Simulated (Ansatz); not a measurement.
**BH3Si: density, localisation and related maps**

Input file:

```
crystal:
  periodic: [false, false, false]
  atoms:
    - {symbol: B, position_ang: [-1.159411, -0.283386, -0.377699]}
    - {symbol: Si, position_ang: [0.554822, -0.783096, 0.163143]}
    - {symbol: H, position_ang: [-2.110413, -0.066536, -1.077765]}
    - {symbol: H, position_ang: [0.594210, -1.999249, 1.041811]}
    - {symbol: H, position_ang: [1.389431, 0.347617, 0.689910]}
basis:
  gaussian:
    orbitals: def2-TZVPD
hamiltonian:
  xc: pbe0
output:
  forces: true
  orbitals: {seedname: orbitals}
```

Launched as:

```sh
ansatz run input.yaml --threads 1 --pin off --max-ram 2610MiB --events-out events.jsonl --progress --plain --runs-dir runs
```

Geometry: BLYP-D3(BJ)/def2-SVP.

The calculation used isolated molecule in a Gaussian basis; Kohn-Sham density functional theory, functional PBE0 (Ansatz).

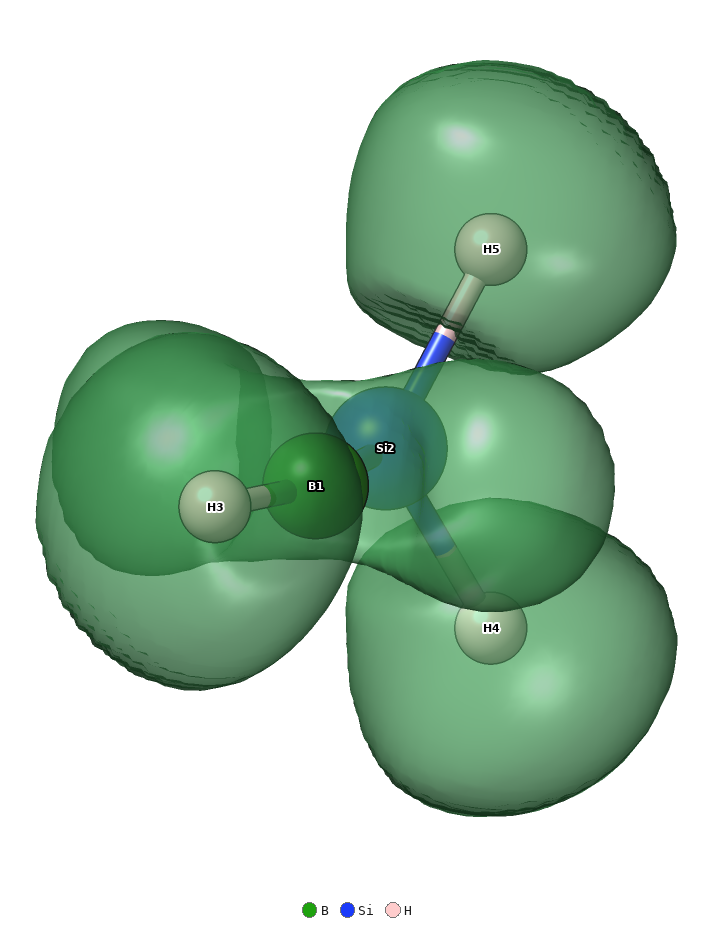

Figure 1. Isosurface of the electron localisation function at 0.85 (green), seen at an oblique angle. Core shells and regions of very low density are left out.

Where are the electrons localised?

The surface consists of three regions around hydrogen nuclei and one joined region spread over several atoms (B, Si), in which their bonds and any lone pairs are merged. Along the contacts the grid gives the following. Si–B (1.87 Å): the ELF peaks at about 0.95 between the atoms, as expected for localised, covalent bonding. B–H (1.20 Å): the ELF climbs to about 1 towards the hydrogen, as it does in any bond to H (an ordinary covalent bond to hydrogen).

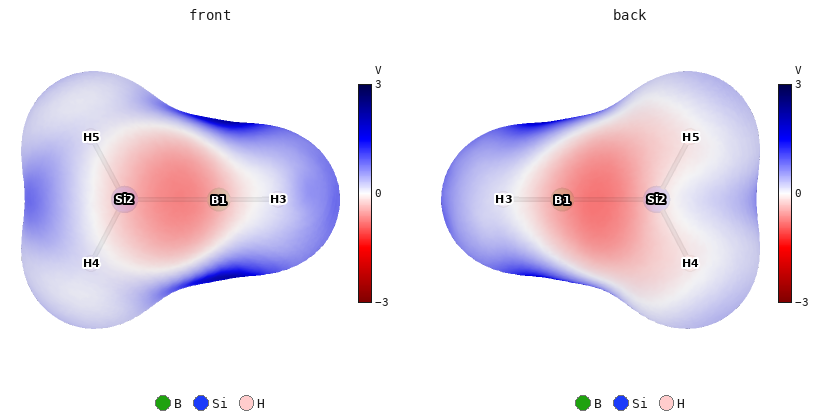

Figure 2. The electrostatic potential painted on the density surface at 0.002 e/bohr³, seen from the front and from behind; the colour scale runs from red (negative) to blue (positive).

Describe the electrostatic potential map.

The most negative region (about −0.8 V) lies over H5, the most positive (about +2.1 V) over B1.

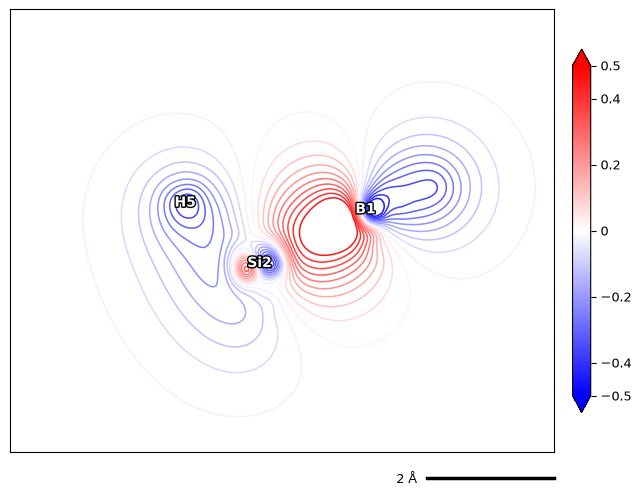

Figure 3. The HOMO−1 on the plane of atoms B1, Si2 and H5 (values in Å⁻³ᐟ²; the overall sign is arbitrary).

Describe this orbital and give its energy.

Its weight (Hirshfeld) is mainly on Si2 (about 35 %), B1 (about 35 %), H3 (about 10 %), H4 (about 10 %) and H5 (about 10 %). Its energy is −9.77 eV.
